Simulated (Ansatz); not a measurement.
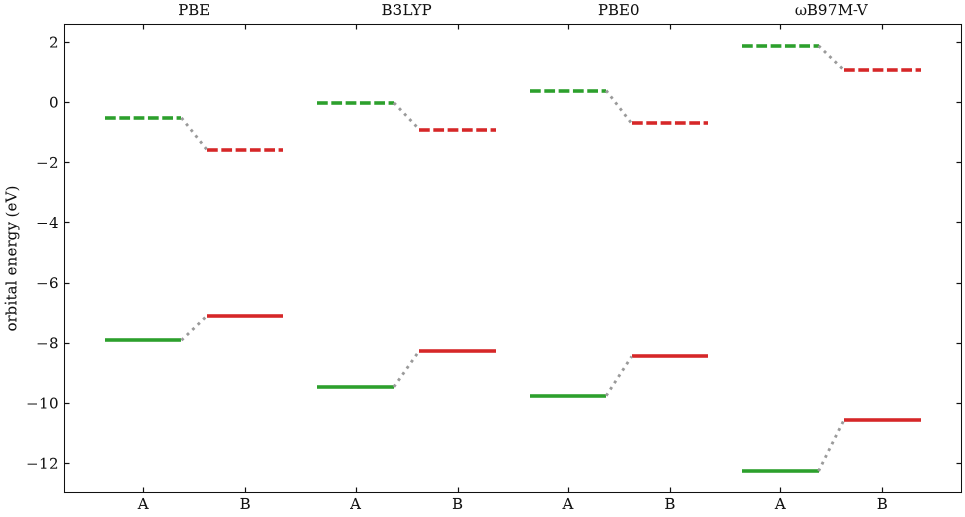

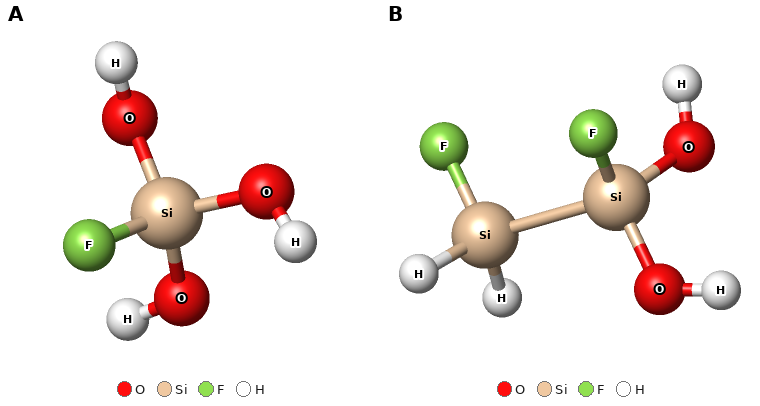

One change: A, SiH₃O₃F (SMILES O[Si](O)(O)F), becomes B, Si₂H₄O₂F₂ (SMILES O[Si](O)(F)[SiH2]F). OH on Si is replaced by SiH₂F (bound through Si). HOMO (solid) and LUMO (dashed) computed in def2-TZVPP at PBE0-D4/def2-TZVP geometries, both minima by their frequencies, gas phase, the Ansatz code 0.2.0. Empty levels above zero depend strongly on the basis.

Question: What does the change do to HOMO and LUMO?

Answer: PBE: the HOMO rises by 0.81 eV, the LUMO falls by 1.06 eV, and the separation goes from 7.39 to 5.53 eV. B3LYP: the HOMO rises by 1.21 eV, the LUMO falls by 0.89 eV, and the separation goes from 9.44 to 7.35 eV. PBE0: the HOMO rises by 1.31 eV, the LUMO falls by 1.10 eV, and the separation goes from 10.15 to 7.74 eV. ωB97M-V: the HOMO rises by 1.71 eV, the LUMO falls by 0.82 eV, and the separation goes from 14.14 to 11.62 eV.

Question: Do the functionals agree on the effect?

Answer: They agree on the direction for both levels; the HOMO shift lies between 0.81 and 1.71 eV and the LUMO shift between −1.10 and −0.82 eV, while the separations themselves differ by up to 6.7 eV between functionals.

Note: one conformer of each flexible molecule.
